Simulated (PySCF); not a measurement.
# One shape, several levels: CH5FGe (SMILES [CH3][GeH2][F])

Wanted: a comparison of 6 runs (HF/STO-3G, HF/3-21G, B3LYP/3-21G, B2PLYP/6-31G, B3LYP/6-31G*, PBE0/def2-SVP) of CH5FGe. The job is set up through a Python script.

Program for the calculation: PySCF 2.14.0.

## (1) Starting point

CH5FGe has 8 atoms, charge 0, and is taken as a singlet. As SMILES, `[CH3][GeH2][F]`. The coordinates come from a PBE0-D4/def2-TZVP relaxation.

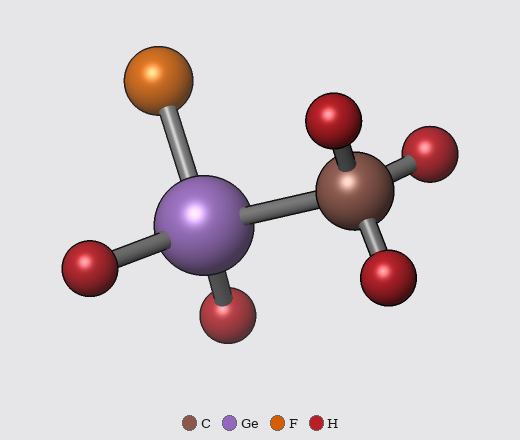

Viewed from a chosen angle; carbon brown, germanium purple, fluorine orange, hydrogen red.

## (2) Energy and gradient at HF/STO-3G (run 1)

job.py

```python
# [CH3][GeH2][F]
from pyscf import gto

mol = gto.Mole()
mol.atom = '''
C   -0.598200   0.789100  -0.332100
Ge   0.468300  -0.734500   0.207400
F    1.437000  -0.203900   1.562200
H   -1.229500   0.526100  -1.183100
H    0.052600   1.615500  -0.619000
H   -1.235200   1.108200   0.493200
H    1.473200  -1.188800  -0.864100
H   -0.368100  -1.911600   0.735600
'''
mol.verbose = 4
mol.max_memory = 1860
mol.basis = 'sto-3g'
mol.build()

hf = mol.RHF()
hf.conv_tol = 1e-10
hf.kernel()
if not hf.converged:
    hf = hf.newton().run(hf.mo_coeff, hf.mo_occ)

energy = hf.e_tot
print(f'total energy: {energy:.8f} hartree')
grad = hf.nuc_grad_method().kernel()
hf.analyze()
```

On the command line:

```console
$ OMP_NUM_THREADS=1 python job.py
```

The program printed:

```text
PySCF version 2.14.0

[... 60 lines left out ...]
converged SCF energy = -2190.13157484896
[... 21 lines left out ...]
MO #1   energy= -400.577426289006  occ= 2
[... 7 lines left out ...]
MO #9   energy= -4.54679714237298  occ= 2
[... 7 lines left out ...]
MO #17  energy= -0.68432134761325  occ= 2
[... 7 lines left out ...]
MO #25  energy= -0.3705128703489   occ= 2
[... 7 lines left out ...]
MO #33  energy= 0.745015950792547  occ= 0
[... 44 lines left out ...]
Dipole moment(X, Y, Z, Debye): -0.87703, -0.30907, -1.14903
```

It took 2.6 s on 1 thread of Intel Xeon at 2.70GHz, shared host; peak memory 0.12 GiB.

## (3) Energy and forces at HF/3-21G (run 2)

calc.py

```python
import pyscf.grad
from pyscf import gto, scf

mol = gto.M(
    atom='''
C     -0.598200     0.789100    -0.332100
Ge     0.468300    -0.734500     0.207400
F      1.437000    -0.203900     1.562200
H     -1.229500     0.526100    -1.183100
H      0.052600     1.615500    -0.619000
H     -1.235200     1.108200     0.493200
H      1.473200    -1.188800    -0.864100
H     -0.368100    -1.911600     0.735600
''',
    basis='3-21g',
    charge=0,
    max_memory=1860,
    spin=0,
    verbose=4,
)

hf = scf.RHF(mol)
hf.conv_tol = 1e-10
hf.kernel()
if not hf.converged:
    hf = hf.newton().run(hf.mo_coeff, hf.mo_occ)

energy = hf.e_tot
print('E(%s) = %.9f' % ('HF', energy))
grad = hf.Gradients().kernel()
hf.analyze()
```

On the command line:

```console
$ OMP_NUM_THREADS=1 python calc.py
```

The program printed:

```text
PySCF version 2.14.0

[... 79 lines left out ...]
DFT Exchange-Correlation Energy =      -94.509059589773415
[... 11 lines left out ...]
MO #10  energy= -5.1374058015194   occ= 2
[... 9 lines left out ...]
MO #20  energy= -0.596484822831138 occ= 2
[... 9 lines left out ...]
MO #30  energy= 0.254056389858025  occ= 0
[... 9 lines left out ...]
MO #40  energy= 1.06238175461456   occ= 0
[... 9 lines left out ...]
MO #50  energy= 3.76113379510123   occ= 0
[... 61 lines left out ...]
Dipole moment(X, Y, Z, Debye): -1.74644, -0.18052, -2.09161
```

It took 2.1 s on 1 thread of Intel Xeon at 2.70GHz, shared host; peak memory 0.12 GiB.

## (4) Energy and gradient at B3LYP/3-21G (run 3)

calc.py

```python
# [CH3][GeH2][F]
from pyscf import gto, dft

mol = gto.M(
    atom='''
C     -1.130434     1.491183    -0.627578
Ge     0.884959    -1.388004     0.391929
F      2.715536    -0.385315     2.952130
H     -2.323418     0.994185    -2.235735
H      0.099400     3.052853    -1.169740
H     -2.334190     2.094194     0.932013
H      2.783945    -2.246506    -1.632912
H     -0.695608    -3.612400     1.390083
''',
    max_memory=1860,
    verbose=4,
    unit='bohr',
    basis='3-21g',
    spin=0,
)

myscf = dft.RKS(mol, xc='b3lyp')
myscf.conv_tol = 1e-10
myscf.grids.level = 5
myscf.kernel()
if not myscf.converged:
    myscf = myscf.newton().run(myscf.mo_coeff, myscf.mo_occ)

energy = myscf.e_tot
print('Final energy', energy)
grad = myscf.nuc_grad_method().kernel()
myscf.analyze()
```

On the command line:

```console
$ OMP_NUM_THREADS=1 python calc.py
```

The program printed:

```text
PySCF version 2.14.0

[... 94 lines left out ...]
DFT Exchange-Correlation Energy =      -96.833522219071114
[... 11 lines left out ...]
MO #10  energy= -4.31779966149961  occ= 2
[... 9 lines left out ...]
MO #20  energy= -0.427077487365488 occ= 2
[... 9 lines left out ...]
MO #30  energy= 0.124617218910215  occ= 0
[... 9 lines left out ...]
MO #40  energy= 0.806449517424562  occ= 0
[... 9 lines left out ...]
MO #50  energy= 3.33645472945115   occ= 0
[... 61 lines left out ...]
Dipole moment(X, Y, Z, Debye): -1.50132,  0.01472, -1.72131
```

Wall time 13 s (1 thread of Intel Xeon at 2.70GHz, shared host); peak memory 0.52 GiB.

Runs 4 to 5 aren't shown in full; the table further down has their settings and results.

## (5) Energy and forces at PBE0/def2-SVP (run 6)

input.py

```python
import pyscf.grad
from pyscf import gto, dft

mol = gto.M(
    atom='''
C     -0.598200     0.789100    -0.332100
Ge     0.468300    -0.734500     0.207400
F      1.437000    -0.203900     1.562200
H     -1.229500     0.526100    -1.183100
H      0.052600     1.615500    -0.619000
H     -1.235200     1.108200     0.493200
H      1.473200    -1.188800    -0.864100
H     -0.368100    -1.911600     0.735600
''',
    basis='def2-svp',
    max_memory=1860,
    verbose=3,
)

mf = dft.RKS(mol)
mf.xc = 'pbe0'
mf.grids.level = 5
mf.conv_tol = 1e-10
mf.kernel()
if not mf.converged:
    mf = mf.newton().run(mf.mo_coeff, mf.mo_occ)

energy = mf.e_tot
print(f'total energy: {energy:.8f} hartree')
grad = mf.Gradients().kernel()
dip = mf.dip_moment()
pop, q = mf.mulliken_pop()
```

On the command line:

```console
$ OMP_NUM_THREADS=1 python input.py
```

The program printed:

```text
converged SCF energy = -2217.21339695858
total energy: -2217.21339696 hartree
[... 8 lines left out ...]
Dipole moment(X, Y, Z, Debye): -1.61902,  0.02471, -1.85221
[... 94 lines left out ...]
charge of    7H =     -0.08707
```

Run time: 28 s. Hardware: 1 thread of Intel Xeon at 2.70GHz, shared host; peak memory 0.83 GiB.

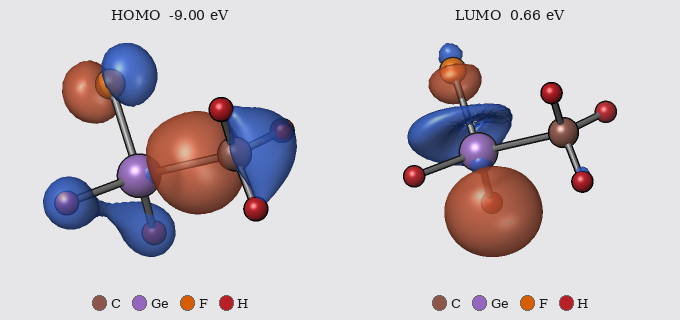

Frontier orbitals of this run, surfaces at ±0.2 Å^-3/2.

## (6) The series

```csv
run,level,integration grid,task,energy (Eh),dipole moment (D),HOMO energy (eV),LUMO energy (eV),wall time
1,HF/STO-3G,–,gradient,-2190.131575,1.48,-9.81,11.94,2.6 s
2,HF/3-21G,–,gradient,-2204.851201,2.73,-12.21,4.28,2.1 s
3,B3LYP/3-21G,5,gradient,-2207.231198,2.28,-8.30,0.83,13 s
4,B2PLYP/6-31G,5,energy,-2217.061030,3.09,-10.27,1.52,16 s
5,B3LYP/6-31G* (Cartesian functions),5,gradient,-2217.753883,2.41,-8.55,0.30,38 s
6,PBE0/def2-SVP,5,gradient,-2217.213397,2.46,-9.00,0.66,28 s
```

## (7) What came out

| quantity | value |
| --- | --- |
| run 6: total energy | -2217.21340 Eh |
| run 6: dipole moment | 2.46 D |
| run 6: HOMO energy | -9.00 eV |
| run 6: LUMO energy | 0.66 eV |
| run 6: HOMO–LUMO gap | 9.67 eV |
| run 6: largest force on an atom | 0.321 eV/Å |

The dipole moment (its size) runs from 1.48 D (HF/STO-3G) to 3.09 D (B2PLYP/6-31G). The two ends differ in method and basis. A double hybrid's value is that of its SCF part. The HOMO–LUMO gap runs from 8.86 eV (B3LYP/6-31G*) to 21.75 eV (HF/STO-3G). Totals of different functionals can't be ranked against each other. In run 1 the basis is minimal, so the values are rough. All runs together took 1.7 min, the longest 38 s.
